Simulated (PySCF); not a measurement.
C3H5F3O2S: NMR shielding calculation

C3H5F3O2S, SMILES C[S@](=O)COC(F)(F)F, computed with GIAO PBE0/pcSseg-1 NMR shielding, non-relativistic, gas phase (PySCF 2.14.0).

The geometry comes from this level: GFN2-xTB. Figures and captions count atoms from 1; the log counts them from 0 in places.

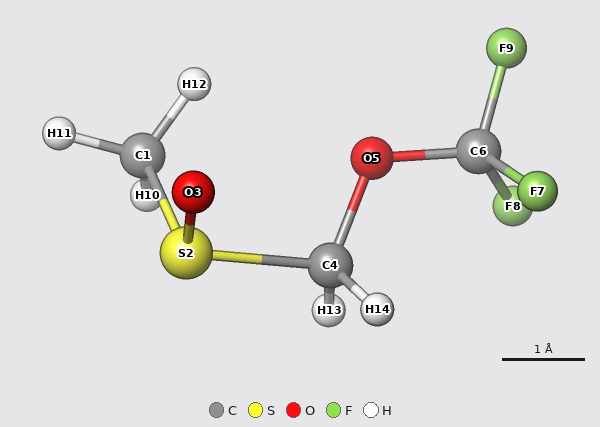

The structure (ball-and-stick view, seen at a tilt; atoms are numbered from 1 in the order of the input).

Summary

- outcome: converged
- total energy: −964.664562 hartree
- HOMO: −7.19 eV
- LUMO: 0.21 eV
- dipole moment: 3.86 D
- isotropic shielding, C: 55.7 to 146.7 ppm
- isotropic shielding, S: 161.5 ppm
- isotropic shielding, O: 233.7 to 269.5 ppm
- isotropic shielding, F: 245.4 to 252.0 ppm
- isotropic shielding, H: 26.8 to 30.1 ppm
- hardware: 1 CPU thread, shared host
- wall time: 40 s
- peak memory: 0.87 GiB

Input file
```
{"job": {"xc": "PBE0", "basis": "pcSseg-1", "kind": "nmr", "pop": false}, "charge": 0, "multiplicity": 1}
C     -2.126470    -0.333020     0.111861
S     -1.406852     0.652968    -1.263620
O     -1.190064    -0.269191    -2.363074
C      0.272683     0.891301    -0.426297
O      0.725663    -0.386054     0.013835
C      1.996906    -0.452500     0.363996
F      2.852730    -0.124625    -0.614886
F      2.302763     0.370013     1.388597
F      2.287707    -1.683872     0.753490
H     -2.178416     0.289850     0.996787
H     -3.123753    -0.628803    -0.196984
H     -1.514265    -1.210783     0.280119
H      0.151684     1.575622     0.416478
H      0.949005     1.308622    -1.176139
```

The first line tells a small driver script what to run in PySCF; the rest is the geometry in Å.

Run as:
```bash
OMP_NUM_THREADS=1 python <driver script> task.json out
```

What the program printed
```
coarse grid: 13416 points
cycle   1  E = -964.2567450633  dE =  1.807e+00  |g| = 1.324e+00  |ddm| = 3.432e+00
cycle   2  E = -963.1646620455  dE =  1.092e+00  |g| = 2.679e+00  |ddm| = 4.179e+00
cycle   3  E = -964.5165797427  dE = -1.352e+00  |g| = 5.206e-01  |ddm| = 3.765e+00
cycle   4  E = -964.5673319825  dE = -5.075e-02  |g| = 1.151e-01  |ddm| = 5.182e-01
cycle   5  E = -964.5694200111  dE = -2.088e-03  |g| = 1.846e-02  |ddm| = 8.221e-02
cycle   6  E = -964.5694916803  dE = -7.167e-05  |g| = 6.097e-03  |ddm| = 2.099e-02
cycle   7  E = -964.5694978697  dE = -6.189e-06  |g| = 2.310e-03  |ddm| = 5.727e-03
final grid: 129464 points
cycle   8  E = -964.6645183867  dE = -2.810e-05  |g| = 1.504e-02  |ddm| = 2.589e-02
cycle   9  E = -964.6644409958  dE =  7.739e-05  |g| = 2.485e-02  |ddm| = 3.192e-02
cycle  10  E = -964.6645597159  dE = -1.187e-04  |g| = 3.585e-03  |ddm| = 2.348e-02
cycle  11  E = -964.6645620554  dE = -2.340e-06  |g| = 2.712e-04  |ddm| = 3.019e-03
cycle  12  E = -964.6645620641  dE = -8.647e-09  |g| = 1.659e-04  |ddm| = 2.889e-04
cycle  13  E = -964.6645620691  dE = -5.027e-09  |g| = 4.004e-05  |ddm| = 1.395e-04
cycle  14  E = -964.6645620694  dE = -3.247e-10  |g| = 8.176e-06  |ddm| = 4.448e-05
```

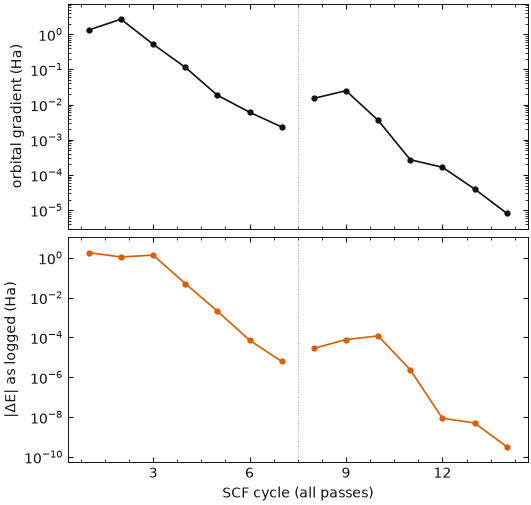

Convergence of the self-consistent field: orbital gradient and size of the energy change against the SCF cycle. The dotted line marks the change from a coarse to the final integration grid. The first 7 cycles use a coarse grid, the final grid takes over at cycle 8, and the field converges after 14 cycles in all.

```
converged SCF energy = -964.6645620694

GIAO shielding tensors (ppm)
atom      isotropic    diamagn.    paramagn.     s11        s22        s33       span
  0 C      146.663     254.392    -107.729    113.700    140.143    186.145     72.444
  1 S      161.482    1051.530    -890.049    -35.896     96.193    424.148    460.043
  2 O      269.513     395.956    -126.443     39.884    277.633    491.023    451.139
  3 C       98.575     251.414    -152.839     83.853     90.767    121.106     37.253
  4 O      233.682     402.513    -168.831    188.540    208.251    304.256    115.716
  5 C       55.688     237.729    -182.041     48.347     50.858     67.859     19.513
  6 F      251.989     470.577    -218.588    162.986    229.983    362.998    200.012
  7 F      245.450     472.683    -227.233    156.198    219.019    361.132    204.934
  8 F      247.715     469.889    -222.174    177.498    211.493    354.153    176.655
  9 H       30.105      30.967      -0.863     25.941     28.164     36.209     10.268
 10 H       29.065      28.480       0.585     26.171     26.732     34.293      8.122
 11 H       28.114      31.795      -3.681     23.715     29.754     30.873      7.158
 12 H       27.546      31.394      -3.848     23.894     27.630     31.113      7.219
 13 H       26.827      30.348      -3.521     22.289     26.624     31.569      9.281
```

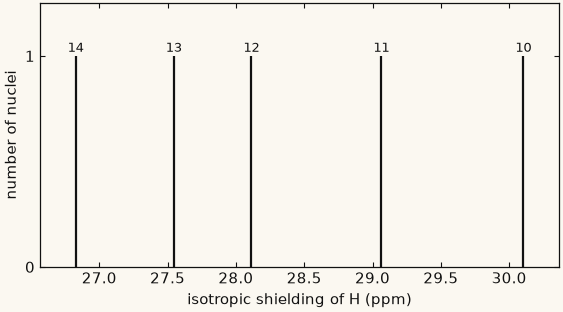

Isotropic shieldings of the hydrogen nuclei in this fixed geometry, labelled by atom number; shielding grows to the right, so chemical shift grows to the left. The least shielded is H14 (26.8 ppm), the most shielded H10 (30.1 ppm).
